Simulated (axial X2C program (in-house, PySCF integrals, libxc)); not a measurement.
# SBe: properties at the nuclei

Aim: properties at the nuclei of SBe, with spin–orbit coupling in the Hamiltonian from the start.

Program: an in-house X2C program for linear molecules on PySCF integrals. Level of theory: two-component X2C with atomic mean-field terms, S dyall-av3z, Be dyall-cv3z. These are calculated values, not measurements.

## 1. The job

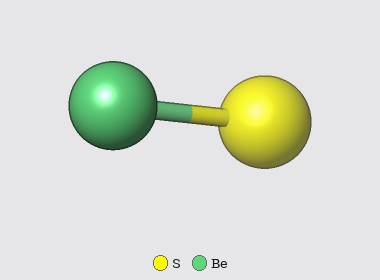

The two atoms at 1.840 Å (sulfur yellow, beryllium green).

Contents of task.json:

```json
{
 "zs": [
  16,
  4
 ],
 "q": 0,
 "bas": [
  "dyall-av3z",
  "dyall-cv3z"
 ],
 "r0": 1.84,
 "levels": [
  "PBE0",
  "HF",
  "B3LYP",
  "PBE50",
  "BP86"
 ],
 "nst": 3
}
```

Keys: zs atomic numbers; q charge; bas basis sets; r0 starting distance in Å; levels methods (HF also brings MP2); nst determinants followed.

Launch:

```sh
$ python soeom.py task.json out
```

Further steps of the session: Expectation values, lowest determinant; Expectation values, a higher determinant; Expectation values, a higher determinant.

Q: Predict the outcome of this session. Wanted: lowest determinant; qzz S; qzz Be; μ; higher determinant; Eeff magnitude; Ws magnitude S; A∥/gI S (for each run or level that gives them).

The runs gave:

| quantity | value |
| --- | --- |
| lowest determinant | Ω = 0 (closed shell) |
| qzz S (a.u.), PBE0 | 0.43 |
| qzz Be (a.u.), PBE0 | 0.05 |
| μ (D), PBE0 | 5.49 |
| higher determinant | Ω = 2 (excess of +ω over −ω: ω = 1/2, ω = 3/2) |
| Eeff magnitude (GV/cm), PBE0, higher determinant | 0.0531 |
| Ws magnitude S (kHz), PBE0, higher determinant | 0.01 |
| A∥/gI S (MHz), PBE0, higher determinant | 193 |
| qzz S (a.u.), PBE0, higher determinant | -1.82 |
| higher determinant | Ω = 1 (excess of +ω over −ω: ω = -1/2, ω = 3/2) |
| Eeff magnitude (GV/cm), PBE0, higher determinant | 0.0418 |
| Ws magnitude S (kHz), PBE0, higher determinant | 0.0155 |
| A∥/gI S (MHz), PBE0, higher determinant | 265 |
| qzz S (a.u.), PBE0, higher determinant | -1.80 |

What this shows: The expectation values come from single determinants, which for open shells can mix terms of unlike spin or miss the lowest Ω, so a determinant need not be a state. Eeff is the effective electric field on the electron dipole moment in this Ω state and Ws the scalar–pseudoscalar constant (defined with the proton number Z and per Ω); A∥ is the parallel hyperfine constant, which follows by multiplying with the nuclear g factor gI = μI/(I μN); qzz is the electric field gradient, eQq0 = 234.96 MHz × Q/barn × qzz; μ is positive if Be is the positive end. The operators were transformed with the bare-nucleus X2C matrices.
